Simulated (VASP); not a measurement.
Band structure of Mo (relaxed from the hcp structure, space group P6_3/mmc). Method: r2SCAN meta-GGA, VASP's PBE PAW potentials (set 64) (plane waves; VASP).

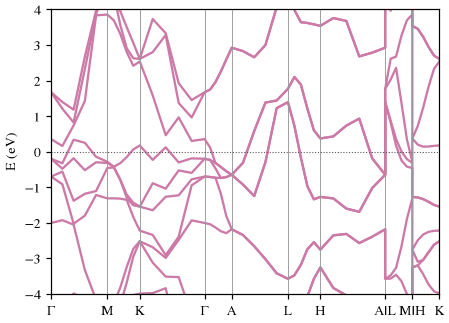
*Bands along high-symmetry lines, zero at the valence-band maximum or, without a gap, the Fermi level*

Question: Read the plot: is there a gap, and where are the band edges?

Answer: It has no gap at this level: it comes out as a metal or semimetal.

The structure was generated: Mo was put into the hcp type (P6_3/mmc), which need not be its known phase. It was relaxed first.
